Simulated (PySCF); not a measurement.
# CH2ClF: NMR shifts at several levels of theory, part 2 of 2

PySCF 2.14.0. Atoms count from 0. The steps go on from the part before.

## (10) Shielding tensors: KT3/pcSseg-2

The job: settings as JSON, then the geometry in Å.

```
{"job": {"kind": "nmr", "xc": "KT3", "basis": "pcSseg-2", "pop": false}, "charge": 0, "multiplicity": 1}
F     -0.814662     1.036529    -0.199107
C     -0.100662    -0.083881     0.006150
Cl     1.637590     0.233720    -0.143245
H     -0.281590    -0.459128     1.023716
H     -0.364709    -0.836835    -0.750574
```

Level: GIAO KT3/pcSseg-2 NMR shielding, non-relativistic, gas phase.

What it wrote:

```text
coarse grid: 5040 points
cycle   1  E = -604.2371021960  dE =  2.324e-01  |g| = 6.198e-01  |ddm| = 1.395e+00
cycle   2  E = -604.0791563539  dE =  1.579e-01  |g| = 1.171e+00  |ddm| = 9.152e-01
cycle   3  E = -604.2939799711  dE = -2.148e-01  |g| = 1.136e-01  |ddm| = 6.185e-01
cycle   4  E = -604.2964055018  dE = -2.426e-03  |g| = 3.573e-02  |ddm| = 1.102e-01
cycle   5  E = -604.2966337701  dE = -2.283e-04  |g| = 1.362e-02  |ddm| = 3.482e-02
cycle   6  E = -604.2966788513  dE = -4.508e-05  |g| = 3.990e-03  |ddm| = 1.137e-02
cycle   7  E = -604.2966822241  dE = -3.373e-06  |g| = 4.469e-04  |ddm| = 2.522e-03
final grid: 45304 points
cycle   8  E = -604.2974350332  dE = -2.253e-04  |g| = 2.692e-02  |ddm| = 5.678e-02
cycle   9  E = -604.2973206340  dE =  1.144e-04  |g| = 3.512e-02  |ddm| = 3.117e-02
cycle  10  E = -604.2975047962  dE = -1.842e-04  |g| = 7.963e-03  |ddm| = 2.033e-02
cycle  11  E = -604.2975150471  dE = -1.025e-05  |g| = 1.238e-03  |ddm| = 4.080e-03
cycle  12  E = -604.2975154387  dE = -3.916e-07  |g| = 2.205e-04  |ddm| = 1.266e-03
cycle  13  E = -604.2975154487  dE = -9.985e-09  |g| = 8.711e-05  |ddm| = 2.032e-04
cycle  14  E = -604.2975154504  dE = -1.713e-09  |g| = 1.255e-05  |ddm| = 5.966e-05
cycle  15  E = -604.2975154504  dE = -3.342e-11  |g| = 2.319e-06  |ddm| = 1.073e-05
converged SCF energy = -604.2975154504

GIAO shielding tensors (ppm)
atom      isotropic    diamagn.    paramagn.     s11        s22        s33       span
  0 F      339.735     468.484    -128.749    268.017    306.041    445.146    177.129
  1 C       83.156     237.503    -154.347     36.805     82.869    129.795     92.990
  2 Cl     737.573    1148.030    -410.458    438.581    751.133   1023.004    584.422
  3 H       25.227      28.163      -2.936     19.607     25.971     30.102     10.495
  4 H       25.224      28.129      -2.905     19.603     25.967     30.102     10.499
```

Wall time 5.9 s (1 thread of Arm Neoverse V2, shared host); peak memory 0.49 GiB.

Key values: δ C1 98.2, F0 -192.8, Cl2 200, H3 6.13 ppm (means over like atoms).

## (11) Shielding tensors: B97-D/pcSseg-2

The job: settings as JSON, then the geometry in Å.

```
{"job": {"kind": "nmr", "xc": "B97-D", "basis": "pcSseg-2", "pop": false}, "charge": 0, "multiplicity": 1}
F     -0.814662     1.036529    -0.199107
C     -0.100662    -0.083881     0.006150
Cl     1.637590     0.233720    -0.143245
H     -0.281590    -0.459128     1.023716
H     -0.364709    -0.836835    -0.750574
```

Level: GIAO B97-D/pcSseg-2 NMR shielding, non-relativistic, gas phase.

What it wrote:

```text
coarse grid: 5040 points
cycle   1  E = -599.3419878753  dE =  2.167e-01  |g| = 5.481e-01  |ddm| = 1.429e+00
cycle   2  E = -599.2189686230  dE =  1.230e-01  |g| = 1.048e+00  |ddm| = 7.891e-01
cycle   3  E = -599.3880948392  dE = -1.691e-01  |g| = 9.366e-02  |ddm| = 5.100e-01
cycle   4  E = -599.3897484486  dE = -1.654e-03  |g| = 3.542e-02  |ddm| = 9.334e-02
cycle   5  E = -599.3899515591  dE = -2.031e-04  |g| = 1.068e-02  |ddm| = 3.006e-02
cycle   6  E = -599.3899770817  dE = -2.552e-05  |g| = 3.901e-03  |ddm| = 9.044e-03
cycle   7  E = -599.3899802975  dE = -3.216e-06  |g| = 4.702e-04  |ddm| = 2.380e-03
final grid: 45304 points
cycle   8  E = -599.3768215396  dE = -5.595e-05  |g| = 1.790e-02  |ddm| = 2.860e-02
cycle   9  E = -599.3767408295  dE =  8.071e-05  |g| = 2.788e-02  |ddm| = 2.151e-02
cycle  10  E = -599.3768600346  dE = -1.192e-04  |g| = 4.099e-03  |ddm| = 1.386e-02
cycle  11  E = -599.3768627782  dE = -2.744e-06  |g| = 6.030e-04  |ddm| = 2.362e-03
cycle  12  E = -599.3768628655  dE = -8.734e-08  |g| = 1.610e-04  |ddm| = 6.095e-04
cycle  13  E = -599.3768628714  dE = -5.881e-09  |g| = 2.287e-05  |ddm| = 1.157e-04
cycle  14  E = -599.3768628715  dE = -1.064e-10  |g| = 5.448e-06  |ddm| = 1.547e-05
converged SCF energy = -599.3768628715

GIAO shielding tensors (ppm)
atom      isotropic    diamagn.    paramagn.     s11        s22        s33       span
  0 F      345.348     468.037    -122.690    276.650    306.900    452.493    175.843
  1 C       78.647     237.723    -159.077     31.508     78.487    125.945     94.438
  2 Cl     721.097    1147.164    -426.067    407.780    735.065   1020.448    612.668
  3 H       25.248      27.966      -2.718     19.702     26.060     29.982     10.280
  4 H       25.245      27.936      -2.691     19.698     26.056     29.981     10.284
```

It took 5.6 s on 1 thread of Arm Neoverse V2, shared host; peak memory 0.49 GiB.

Key values: δ C1 100.4, F0 -191.2, Cl2 206, H3 6.15 ppm (means over like atoms).

## (12) Shielding tensors: B3LYP/pcSseg-2

The job: settings as JSON, then the geometry in Å.

```
{"job": {"kind": "nmr", "xc": "B3LYP", "basis": "pcSseg-2", "pop": false}, "charge": 0, "multiplicity": 1}
F     -0.814662     1.036529    -0.199107
C     -0.100662    -0.083881     0.006150
Cl     1.637590     0.233720    -0.143245
H     -0.281590    -0.459128     1.023716
H     -0.364709    -0.836835    -0.750574
```

Level: GIAO B3LYP/pcSseg-2 NMR shielding, non-relativistic, gas phase.

What it wrote:

```text
coarse grid: 5040 points
cycle   1  E = -599.4012930380  dE =  2.268e-01  |g| = 5.069e-01  |ddm| = 1.402e+00
cycle   2  E = -599.3394809099  dE =  6.181e-02  |g| = 8.154e-01  |ddm| = 6.106e-01
cycle   3  E = -599.4439467487  dE = -1.045e-01  |g| = 4.581e-02  |ddm| = 3.551e-01
cycle   4  E = -599.4442365756  dE = -2.898e-04  |g| = 2.655e-02  |ddm| = 5.054e-02
cycle   5  E = -599.4443626766  dE = -1.261e-04  |g| = 5.221e-03  |ddm| = 2.078e-02
cycle   6  E = -599.4443677639  dE = -5.087e-06  |g| = 2.257e-03  |ddm| = 4.420e-03
final grid: 45304 points
cycle   7  E = -599.4450325812  dE = -3.353e-05  |g| = 4.477e-03  |ddm| = 1.397e-02
cycle   8  E = -599.4450295540  dE =  3.027e-06  |g| = 6.500e-03  |ddm| = 4.134e-03
cycle   9  E = -599.4450353553  dE = -5.801e-06  |g| = 5.451e-04  |ddm| = 2.466e-03
cycle  10  E = -599.4450354038  dE = -4.845e-08  |g| = 1.596e-04  |ddm| = 4.276e-04
cycle  11  E = -599.4450354082  dE = -4.424e-09  |g| = 3.103e-05  |ddm| = 1.126e-04
cycle  12  E = -599.4450354084  dE = -1.588e-10  |g| = 1.625e-05  |ddm| = 2.612e-05
converged SCF energy = -599.4450354084

GIAO shielding tensors (ppm)
atom      isotropic    diamagn.    paramagn.     s11        s22        s33       span
  0 F      354.461     467.498    -113.036    282.535    320.416    460.433    177.899
  1 C       80.376     235.547    -155.170     35.091     78.708    127.330     92.240
  2 Cl     721.708    1146.200    -424.491    398.330    740.467   1026.328    627.998
  3 H       25.412      27.932      -2.520     19.876     26.159     30.202     10.326
  4 H       25.409      27.908      -2.499     19.871     26.154     30.201     10.329
```

Run time: 3.7 s. Hardware: 1 thread of Arm Neoverse V2, shared host; peak memory 0.52 GiB.

This run: δ C1 98.8, F0 -184.7, Cl2 206, H3 5.98 ppm (means over like atoms).

## (13) Nuclear shieldings: PBE0/pcSseg-2

The job: settings as JSON, then the geometry in Å.

```
{"job": {"kind": "nmr", "xc": "PBE0", "basis": "pcSseg-2", "pop": false}, "charge": 0, "multiplicity": 1}
F     -0.814662     1.036529    -0.199107
C     -0.100662    -0.083881     0.006150
Cl     1.637590     0.233720    -0.143245
H     -0.281590    -0.459128     1.023716
H     -0.364709    -0.836835    -0.750574
```

With the program's defaults for keys left out, this is: GIAO PBE0/pcSseg-2 NMR shielding, non-relativistic, gas phase.

What it wrote:

```text
coarse grid: 5040 points
cycle   1  E = -599.0853149634  dE =  2.334e-01  |g| = 4.882e-01  |ddm| = 1.407e+00
cycle   2  E = -599.0400467535  dE =  4.527e-02  |g| = 7.315e-01  |ddm| = 5.639e-01
cycle   3  E = -599.1268696810  dE = -8.682e-02  |g| = 3.755e-02  |ddm| = 3.190e-01
cycle   4  E = -599.1270533453  dE = -1.837e-04  |g| = 2.197e-02  |ddm| = 3.985e-02
cycle   5  E = -599.1271404935  dE = -8.715e-05  |g| = 4.438e-03  |ddm| = 1.682e-02
cycle   6  E = -599.1271441946  dE = -3.701e-06  |g| = 1.720e-03  |ddm| = 3.714e-03
final grid: 45304 points
cycle   7  E = -599.1311647241  dE = -4.627e-05  |g| = 5.214e-03  |ddm| = 1.543e-02
cycle   8  E = -599.1311631136  dE =  1.610e-06  |g| = 5.806e-03  |ddm| = 4.579e-03
cycle   9  E = -599.1311680282  dE = -4.915e-06  |g| = 1.160e-03  |ddm| = 2.592e-03
cycle  10  E = -599.1311682058  dE = -1.776e-07  |g| = 1.329e-04  |ddm| = 5.494e-04
cycle  11  E = -599.1311682090  dE = -3.155e-09  |g| = 2.761e-05  |ddm| = 1.171e-04
cycle  12  E = -599.1311682091  dE = -1.509e-10  |g| = 7.110e-06  |ddm| = 2.263e-05
converged SCF energy = -599.1311682091

GIAO shielding tensors (ppm)
atom      isotropic    diamagn.    paramagn.     s11        s22        s33       span
  0 F      361.094     466.644    -105.550    290.830    326.235    466.216    175.386
  1 C       87.109     237.141    -150.032     42.926     84.923    133.479     90.554
  2 Cl     747.993    1145.931    -397.938    439.865    772.370   1031.744    591.879
  3 H       25.350      27.844      -2.494     19.791     26.012     30.247     10.456
  4 H       25.347      27.816      -2.469     19.787     26.008     30.246     10.460
```

It took 3.6 s on 1 thread of Arm Neoverse V2, shared host; peak memory 0.52 GiB.

This run: δ C1 97.0, F0 -185.3, Cl2 193, H3 5.90 ppm (means over like atoms).

## (14) Nuclear shieldings: mPW1PW91/pcSseg-2

The job: settings as JSON, then the geometry in Å.

```
{"job": {"kind": "nmr", "xc": "mPW1PW91", "basis": "pcSseg-2", "pop": false}, "charge": 0, "multiplicity": 1}
F     -0.814662     1.036529    -0.199107
C     -0.100662    -0.083881     0.006150
Cl     1.637590     0.233720    -0.143245
H     -0.281590    -0.459128     1.023716
H     -0.364709    -0.836835    -0.750574
```

Method: GIAO mPW1PW91/pcSseg-2 NMR shielding, non-relativistic, gas phase.

What it wrote:

```text
coarse grid: 5040 points
cycle   1  E = -599.3674046869  dE =  2.336e-01  |g| = 5.019e-01  |ddm| = 1.405e+00
cycle   2  E = -599.3195625784  dE =  4.784e-02  |g| = 7.535e-01  |ddm| = 5.739e-01
cycle   3  E = -599.4109535984  dE = -9.139e-02  |g| = 3.830e-02  |ddm| = 3.255e-01
cycle   4  E = -599.4111501569  dE = -1.966e-04  |g| = 2.251e-02  |ddm| = 4.136e-02
cycle   5  E = -599.4112405870  dE = -9.043e-05  |g| = 4.513e-03  |ddm| = 1.716e-02
cycle   6  E = -599.4112444173  dE = -3.830e-06  |g| = 1.771e-03  |ddm| = 3.793e-03
final grid: 45304 points
cycle   7  E = -599.4135798954  dE = -3.999e-05  |g| = 4.295e-03  |ddm| = 1.512e-02
cycle   8  E = -599.4135787415  dE =  1.154e-06  |g| = 4.861e-03  |ddm| = 3.879e-03
cycle   9  E = -599.4135820326  dE = -3.291e-06  |g| = 8.867e-04  |ddm| = 2.192e-03
cycle  10  E = -599.4135821356  dE = -1.030e-07  |g| = 1.109e-04  |ddm| = 4.128e-04
cycle  11  E = -599.4135821376  dE = -2.049e-09  |g| = 3.405e-05  |ddm| = 1.118e-04
cycle  12  E = -599.4135821378  dE = -2.414e-10  |g| = 1.331e-05  |ddm| = 3.145e-05
converged SCF energy = -599.4135821378

GIAO shielding tensors (ppm)
atom      isotropic    diamagn.    paramagn.     s11        s22        s33       span
  0 F      361.450     466.750    -105.300    291.497    327.255    465.599    174.102
  1 C       86.392     237.439    -151.047     42.194     84.395    132.588     90.394
  2 Cl     746.131    1146.180    -400.049    437.114    768.242   1033.037    595.923
  3 H       25.410      27.824      -2.413     19.870     26.065     30.296     10.425
  4 H       25.407      27.795      -2.388     19.866     26.061     30.295     10.429
```

Wall time 3.7 s (1 thread of Arm Neoverse V2, shared host); peak memory 0.52 GiB.

Key values: δ C1 97.1, F0 -184.3, Cl2 191, H3 5.88 ppm (means over like atoms).

## (15) Side by side: NMR shifts

Shifts (ppm), means over like atoms, with basis size and wall time (the measured row can stand on another reference than the computed rows):

```csv
run,C1,H3,F0,Cl2,functions,time
HF/pcSseg-2,84.0,5.46,-149.7,140,143,1.8 s
LDA/pcSseg-2,104.3,6.23,-209.4,237,143,4.4 s
PBE/pcSseg-2,101.9,6.17,-199.4,217,143,5.6 s
BLYP/pcSseg-2,102.8,6.20,-195.2,225,143,5.6 s
BP86/pcSseg-2,101.7,6.15,-200.0,213,143,5.3 s
OPBE/pcSseg-2,99.0,6.10,-192.6,195,143,5.6 s
KT2/pcSseg-2,98.7,6.16,-203.4,206,143,5.9 s
KT3/pcSseg-2,98.2,6.13,-192.8,200,143,5.9 s
B97-D/pcSseg-2,100.4,6.15,-191.2,206,143,5.6 s
B3LYP/pcSseg-2,98.8,5.98,-184.7,206,143,3.7 s
PBE0/pcSseg-2,97.0,5.90,-185.3,193,143,3.6 s
mPW1PW91/pcSseg-2,97.1,5.88,-184.3,191,143,3.7 s
measured,–,–,-168.7,–,–,–
```

Measured: G. Saielli, R. Bini, A. Bagno, Computational 19F NMR. 2. Organic compounds, RSC Adv. 2014, ESI (exp. from Berger-Braun-Kalinowski 1994 and Everett 1995).

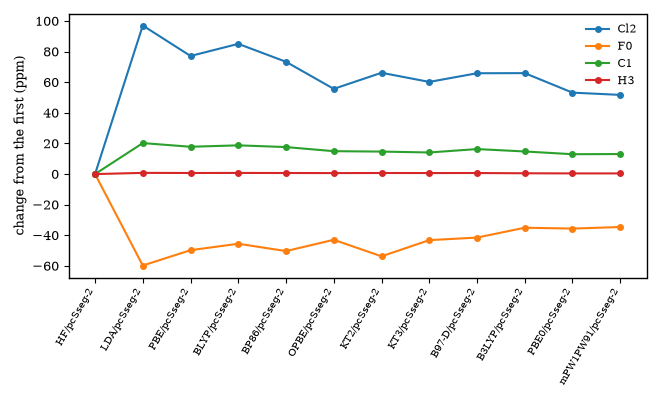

How the tabulated atoms move from run to run.

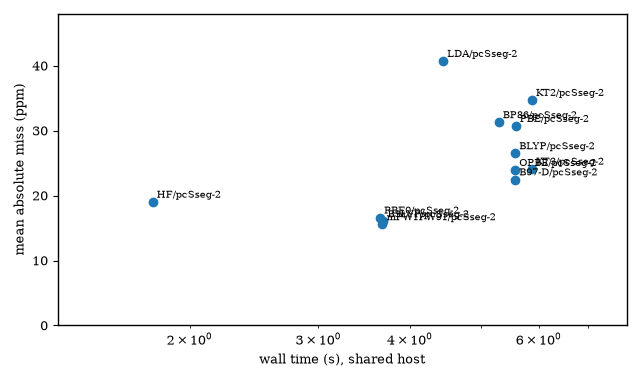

Cost against miss for the one measured 19F shift.

## (16) Summary of results

This closing draws on all 2 parts.

| quantity | value |
| --- | --- |
| point group | Cs |
| rotational constants (main isotopes) | 42.91, 5.68, 5.19 GHz |
| 13C shifts against TMS (HF/pcSseg-2) | 84.0 ppm |
| 1H shifts against TMS (HF/pcSseg-2, means over atoms taken as alike) | 5.46 ppm |
| 19F shifts against CFCl3 (HF/pcSseg-2) | -149.7 ppm |
| 35Cl shifts against HCl (HF/pcSseg-2) | 140 ppm |
| measured, and computed on the same scale | F0 δ -168.7, -149.7 ppm |
| range of the shift of Cl2 | 140 to 237 ppm |

Single values in the summary come from the first run of each kind that ended normally (HF/pcSseg-2), which need not be the best level. The start was shaken at random, so part of the energy gained undoes that. Over 11 steps the energy fell by 0.302 eV; of the close pairs, F0–C1 changed most, 1.263 to 1.344 Å. No frequency check was run at this level, so the end point may be a saddle. At HF/pcSseg-2: Shielding is most anisotropic at Cl2 (span 547 ppm, paramagnetic term -340 ppm). The one measured 19F shift is missed by +19.0 ppm (computed less measured, unscaled). Vibration, temperature and solvent are missing from the calculation, so part of the miss against the measured shifts is not the functional's. In ppm, Cl2 moves most: its shift spreads over 97 ppm, from 140 (HF/pcSseg-2) to 237 (LDA/pcSseg-2). For the one measured 19F shift, mPW1PW91/pcSseg-2 misses least (15.6 ppm, 3.7 s) and LDA/pcSseg-2 most (40.7 ppm, 4.4 s); the quickest, HF/pcSseg-2, misses by 19.0 ppm in 1.8 s. One molecule ranks no method: errors cancel, and vibration and temperature are missing from all runs.
